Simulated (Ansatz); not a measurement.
**CH6O2Si (SMILES C[SiH](O)O) at B2PLYP/cc-pVDZ**

Aim: the electronic atomisation energy of CH6O2Si at B2PLYP/cc-pVDZ, from 5 runs. 

Program for the calculation: Ansatz 0.2.0.

59 further runs of the same task are left out: 59 set aside as unsound or not needed.

### Step 1. The structure to begin with

The species is CH6O2Si (10 atoms), meant as a singlet with charge 0. SMILES: `C[SiH](O)O`. The shape is that of a PBE0-D4/def2-TZVP optimisation. This is one conformer, not always the lowest.

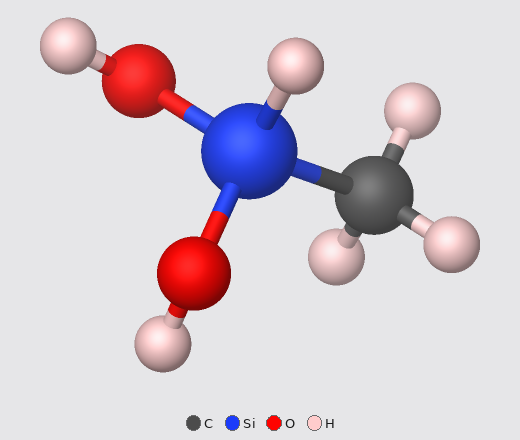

The structure, seen from a chosen angle (carbon dark grey, silicon blue, oxygen red, hydrogen pink).

### Step 2. The energy at B2PLYP/cc-pVDZ

in.yaml

```yaml
crystal:
  periodic: [false, false, false]
  atoms:
    - {symbol: C, position_ang: [-1.293000, 0.347800, -0.146400]}
    - {symbol: Si, position_ang: [0.517500, 0.180000, 0.206800]}
    - {symbol: O, position_ang: [0.650400, -1.156000, 1.160800]}
    - {symbol: O, position_ang: [1.425000, 0.058500, -1.161600]}
    - {symbol: H, position_ang: [-1.681100, -0.549800, -0.635600]}
    - {symbol: H, position_ang: [-1.853400, 0.489100, 0.780800]}
    - {symbol: H, position_ang: [-1.484400, 1.203800, -0.797400]}
    - {symbol: H, position_ang: [1.088600, 1.369900, 0.884700]}
    - {symbol: H, position_ang: [1.521500, -1.366900, 1.499800]}
    - {symbol: H, position_ang: [1.192100, -0.627600, -1.788900]}
basis:
  gaussian:
    orbitals: cc-pVDZ
hamiltonian:
  xc: {name: B2PLYP}
correlation:
  frozen_orbitals: {C: 1, H: 0, O: 1, Si: 5}
accuracy: high
output: {orbitals: {seedname: orbitals}}
```

Command:

```console
$ ansatz run in.yaml --threads 1 --pin off --max-ram 3480MiB --events-out events.jsonl --progress --plain --runs-dir runs
```

Standard output:

```text
Warning: RAYON_NUM_THREADS=1 ignored (pool sized by the plan → 1); use --threads N
Functional definition: B2PLYP
  name "B2PLYP"
  parameter a = 0.53
  parameter c = 0.27
  exchange = (1 - a)*b88_x + a*exact_x
  correlation = (1 - c)*lyp_c + c*(mp2_os + mp2_ss)
2099 factors; integrals over basis functions are off by at most 3.5e-9 eV
mean field evaluation 1: about -13088.1021 eV, gradient 6.1e1 eV
mean field evaluation 2: about -13088.4627 eV, gradient 6.1e1 eV
mean field evaluation 4: about -13095.1856 eV, gradient 4.5e0 eV
mean field evaluation 8: about -13095.2548 eV, gradient 1.4e-1 eV
mean field evaluation 16: about -13095.2548 eV, gradient 2.9e-5 eV
mean field -13095.25480937 eV, -481.2417379620 hartree, gradient 6.2e-8 eV, S^2 0.000000; 0 other end points of the search recorded, 0 dependent functions left out
8 core orbitals not correlated: weight in the atoms' cores, before any rotation towards them, 1.000 or more for the frozen orbitals, at most 0.000 for the correlated occupied ones
reference -13095.25483522 eV, -481.2417389116 hartree; 13, 13 occupied and 69, 69 virtual orbitals, 2099 factors
second order -20.46154789 eV of doubles, -0.00000000 eV of singles
Total energy: -13100.77945315 eV, -481.4447648758 hartree
```

Run time: 14 s. Hardware: 1 thread of Arm Neoverse V2, shared host; peak memory 0.31 GiB.

### Step 3. The C atom, same level

job.yaml

```yaml
crystal:
  periodic: [false, false, false]
  atoms:
    - symbol: C
      position_ang: [0.000000, 0.000000, 0.000000]
basis:
  gaussian: {orbitals: cc-pVDZ}
magnetization: {spin_polarized: true, initial_magnetization: 2}
accuracy: high
hamiltonian: {xc: {name: B2PLYP}}
correlation: {frozen_orbitals: {C: 1}}
```

Command:

```console
$ ansatz run job.yaml --threads 1 --pin off --max-ram 3480MiB --events-out events.jsonl --progress --plain --runs-dir runs
```

Standard output, cut to the lines that bear on the results:

```text
Warning: RAYON_NUM_THREADS=1 ignored (pool sized by the plan → 1); use --threads N
[... 2 set-up lines as earlier in the session ...]
[...]
96 factors; integrals over basis functions are off by at most 1.3e-9 eV
[...]
mean field -1028.55018713 eV, -37.7985222006 hartree, gradient 1.3e-8 eV, S^2 2.003699; 0 other end points of the search recorded, 0 dependent functions left out
1 core orbitals not correlated: weight in the atoms' cores, before any rotation towards them, 1.000 or more for the frozen orbitals, at most 0.000 for the correlated occupied ones
reference -1028.55020045 eV, -37.7985226900 hartree; 3, 1 occupied and 10, 12 virtual orbitals, 96 factors
second order -1.75745877 eV of doubles, -0.00000000 eV of singles
Total energy: -1029.02471432 eV, -37.8159607531 hartree
```

Wall time 0.3 s (1 thread of Arm Neoverse V2, shared host).

### Step 4. The H atom at the same level

molecule.yaml

```yaml
crystal:
  periodic: [false, false, false]
  atoms:
    - symbol: H
      position_ang: [0.000000, 0.000000, 0.000000]
basis:
  gaussian: {orbitals: cc-pVDZ}
correlation: {frozen_orbitals: {H: 0}}
accuracy: high
hamiltonian: {xc: {name: B2PLYP}}
magnetization: {spin_polarized: true, initial_magnetization: 1}
```

Command:

```console
$ ansatz run molecule.yaml --threads 1 --pin off --max-ram 3480MiB --events-out events.jsonl --progress --plain --runs-dir runs
```

Standard output, cut to the lines that bear on the results:

```text
Warning: RAYON_NUM_THREADS=1 ignored (pool sized by the plan → 1); use --threads N
[... 6 set-up lines as earlier in the session ...]
15 factors; integrals over basis functions are off by at most 4.6e-8 eV
mean field evaluation 1: about -13.5392 eV, gradient 8.8e-1 eV
mean field evaluation 2: about -13.5391 eV, gradient 8.8e-1 eV
mean field evaluation 4: about -13.5492 eV, gradient 3.2e-5 eV
mean field evaluation 8: about -13.5492 eV, gradient 1.7e-10 eV
mean field -13.54923042 eV, -0.4979250339 hartree, gradient 2.8e-10 eV, S^2 0.750000; 0 other end points of the search recorded, 0 dependent functions left out
reference -13.54924264 eV, -0.4979254829 hartree; 1, 0 occupied and 4, 5 virtual orbitals, 15 factors
second order 0.00000000 eV of doubles, -0.00000000 eV of singles
Total energy: -13.54924264 eV, -0.4979254829 hartree
```

It took 0.12 s on 1 thread of Arm Neoverse V2, shared host.

### Step 5. The O atom, same level

job.yaml

```yaml
crystal:
  periodic: [false, false, false]
  atoms:
    - symbol: O
      position_ang: [0.000000, 0.000000, 0.000000]
basis:
  gaussian:
    orbitals: cc-pVDZ
magnetization:
  spin_polarized: true
  initial_magnetization: 2
hamiltonian:
  xc: {name: B2PLYP}
correlation:
  frozen_orbitals: {O: 1}
accuracy: high
```

Command:

```console
$ ansatz run job.yaml --threads 1 --pin off --max-ram 3480MiB --events-out events.jsonl --progress --plain --runs-dir runs
```

Standard output, cut to the lines that bear on the results:

```text
Warning: RAYON_NUM_THREADS=1 ignored (pool sized by the plan → 1); use --threads N
[... 6 set-up lines as earlier in the session ...]
96 factors; integrals over basis functions are off by at most 1.3e-9 eV
mean field evaluation 1: about -2040.2846 eV, gradient 4.7e0 eV
mean field evaluation 2: about -2040.2847 eV, gradient 4.7e0 eV
mean field evaluation 4: about -2040.3665 eV, gradient 2.5e-1 eV
mean field evaluation 8: about -2040.3669 eV, gradient 9.5e-4 eV
mean field -2040.36685587 eV, -74.9820989429 hartree, gradient 5.2e-8 eV, S^2 2.002671; 0 other end points of the search recorded, 0 dependent functions left out
1 core orbitals not correlated: weight in the atoms' cores, before any rotation towards them, 1.000 or more for the frozen orbitals, at most 0.000 for the correlated occupied ones
reference -2040.36686336 eV, -74.9820992183 hartree; 4, 2 occupied and 9, 11 virtual orbitals, 96 factors
second order -3.23045679 eV of doubles, -0.00000000 eV of singles
Total energy: -2041.23908670 eV, -75.0141528346 hartree
```

It took 0.3 s on 1 thread of Arm Neoverse V2, shared host.

### Step 6. The Si atom

run.yaml

```yaml
crystal:
  periodic: [false, false, false]
  atoms:
    - {symbol: Si, position_ang: [0.000000, 0.000000, 0.000000]}
basis:
  gaussian:
    orbitals: cc-pVDZ
magnetization:
  spin_polarized: true
  initial_magnetization: 2
hamiltonian:
  xc: {name: B2PLYP}
correlation:
  frozen_orbitals: {Si: 5}
accuracy: high
```

Run the same way, it converges to -289.24800 Eh (log not shown).

### Step 7. Summary of results

At B2PLYP/cc-pVDZ, 8 core orbitals frozen:

```
                                     quantity          value
                       molecule: total energy  -481.44476 Eh
  molecule: HOMO energy (SCF part's orbitals)       -9.67 eV
  molecule: LUMO energy (SCF part's orbitals)        2.56 eV
molecule: HOMO–LUMO gap (SCF part's orbitals)       12.24 eV
                         C atom: total energy   -37.81596 Eh
                                 C atom: ⟨S²⟩          2.004
                         H atom: total energy    -0.49793 Eh
                                 H atom: ⟨S²⟩          0.750
                         O atom: total energy   -75.01415 Eh
                                 O atom: ⟨S²⟩          2.003
                        Si atom: total energy  -289.24800 Eh
                                Si atom: ⟨S²⟩          2.006
                electronic atomisation energy      37.142 eV
```

Taking the molecule apart into free atoms costs 37.14 eV (3584 kJ/mol), before zero-point energy and without spin-orbit coupling.
